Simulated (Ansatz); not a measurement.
In doubt: masses and optical values from hybrid runs of this build are listed as unsure, which bears on the screening that GW takes from such a start.

Y2Ti2O7 (Fd-3m), computed twice by G0W0.

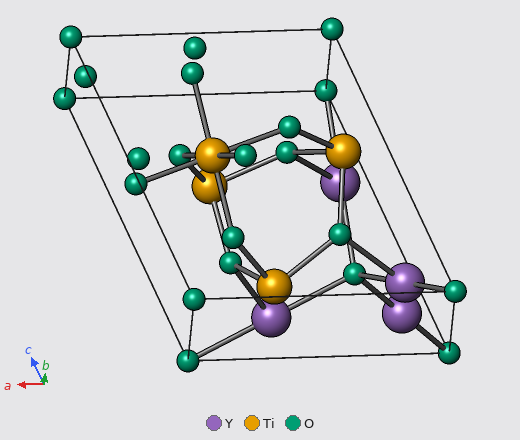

The structure (yttrium purple, titanium orange, oxygen teal). Bonds to atoms that aren't drawn are left out. Some periodic images of atoms are drawn too.

```
Y Ti O
1.0
     0.00000    5.04930    5.04930
     5.04930    0.00000    5.04930
     5.04930    5.04930    0.00000
Y Ti O
4 4 14
Direct
  0.12500 0.12500 0.12500
  0.62500 0.12500 0.12500
  0.12500 0.12500 0.62500
  0.12500 0.62500 0.12500
  0.62500 0.62500 0.62500
  0.12500 0.62500 0.62500
  0.62500 0.62500 0.12500
  0.62500 0.12500 0.62500
  0.54539 0.95461 0.95461
  0.70461 0.29539 0.70461
  0.95461 0.54539 0.54539
  0.29539 0.70461 0.29539
  0.95461 0.54539 0.95461
  0.70461 0.70461 0.29539
  0.54539 0.95461 0.54539
  0.29539 0.29539 0.70461
  0.70461 0.29539 0.29539
  0.95461 0.95461 0.54539
  0.29539 0.70461 0.70461
  0.54539 0.54539 0.95461
  0.00000 0.00000 0.00000
  0.25000 0.25000 0.25000
```

Geometry: measured cell, ions relaxed with r2SCAN. The runs that relaxed it are not among those shown.

The first (Ansatz 0.2.0; start HSE06, 4×4×4 mesh, 1531 empty bands, screening to 190 eV, hard PAW files; 1 × NVIDIA GB200 with 32 threads of Arm Neoverse V2, shared host) gave, on its mesh: starting gap 4.49 eV, G0W0 gap 5.07 eV, RPA ε∞ (mean) 4.22, 6.3 min.

The second gave: starting gap 5.24 eV, G0W0 gap 5.35 eV, RPA ε∞ (mean) 3.96, 6.1 min.

**Question.** What was changed in the input? Choose among start, files, mesh, bands and cutoff, frequency model or another key.

Changed: start from HSE06 to PBE0. A jump of this size in the start, with ε∞ moving the other way, marks another functional. Other changes could give like numbers; this is the one that was made.

Limits: not at the basis limit; no spin-orbit coupling.

[Paths, hosts, dates, memory and timing lines, banners, echoed tables and standing remarks are left out of the program output.]

[Logs are printed without paths, hosts, clocks, repeated set-up lines and the standing remarks that a program may print on its own settings, such as how far it seeks lower states.]

[Runs of the session that timed out or met a known fault of the program may be left out.]

[Cells called generated may have been cut or substituted from an entry of the Crystallography Open Database or the Materials Project.]

[Hosts, paths, dates, database ids (printed as entryN), source tags and the programs' standing remarks are cut or masked in the printed files.]
